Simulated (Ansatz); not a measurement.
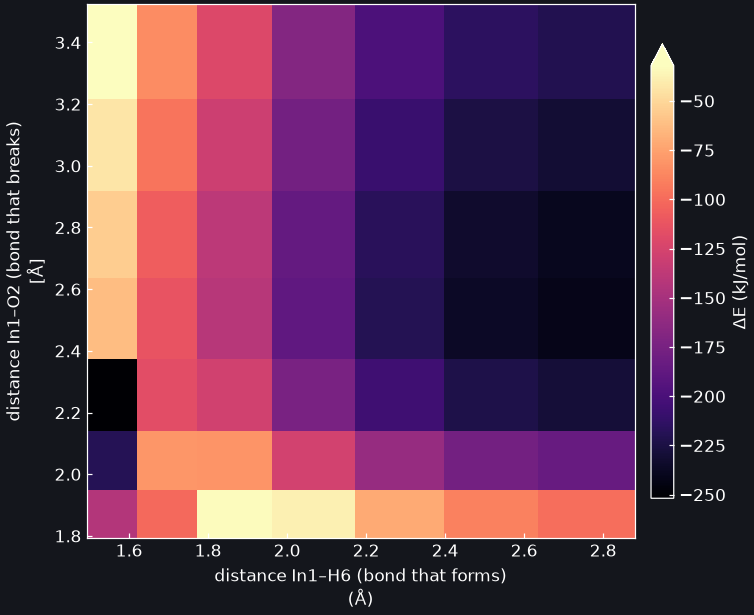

Energy landscape of the reacting system Cl₂H₃InO (fragments ClH₂InO + ClH where the first distance is long, Cl₂HIn + H₂O where the second is long). The first coordinate is: distance In1–H6 (bond that forms); the second: distance In1–O2 (bond that breaks). Relaxed at each point: all other coordinates. The scan uses a 7 × 7 grid. Points are written as (first, second). Energies: kJ/mol, counted from a guessed transition structure relaxed with its forming and breaking bonds held. Energies and slopes of some neighbouring points disagree (a jump in structure or state, or too coarse a mesh). The reference is spin-restricted, so regions where a bond is pulled apart into radicals lie too high. These are results of RKS PBE0-D4/def2-SVP (Ansatz 0.2.0), not measurements.

In the figure: one coloured cell a grid point, one colour for all values above the top of the scale. 

Where are the lowest and the highest points?

The lowest grid point is at (1.557 Å, 2.252 Å), −252 kJ/mol from a guessed transition structure relaxed with its forming and breaking bonds held. It lies on the edge of the grid, but the force there points inwards, so the minimum lies inside the range. The energy also falls towards the edge at (2.757 Å, 2.503 Å) (10 kJ/mol above the lowest), where a further well may lie outside the range. The highest grid point, (1.557 Å, 3.372 Å), lies 220 kJ/mol above the lowest.

The input of one point:

```yaml
crystal:
  periodic: [false, false, false]
  atoms:
    - { symbol: In, position_ang: [-1.098199, -0.80542, 0.017878] }
    - { symbol: O, position_ang: [0.959698, -0.088448, -0.550027] }
    - { symbol: Cl, position_ang: [-1.598431, 0.067715, -2.194211] }
    - { symbol: Cl, position_ang: [0.194833, 0.389945, 2.362543] }
    - { symbol: H, position_ang: [0.870197, 0.500592, -1.31186] }
    - { symbol: H, position_ang: [-0.621537, -0.484186, 1.464893] }
    - { symbol: H, position_ang: [1.29344, 0.419906, 0.210885] }
basis:
  gaussian: { orbitals: def2-SVP }
hamiltonian:
  xc: pbe0
  dispersion: d4
output:
  forces: true
relax:
  f_tol: 0.02
  max_steps: 50
  escape_saddle: false
  constraints: [{ distance: [0, 5] }, { distance: [0, 1] }]
scf:
  lower_state_search: "off"
```

Each point was launched as `ansatz run input.yaml --threads 1 --pin off --max-ram 2560MiB --backend cpu --events-out ev --progress --plain --runs-dir out`. Time for the 49 points that were run: 52 min on 1 thread of Arm Neoverse N1, with other jobs on the host.
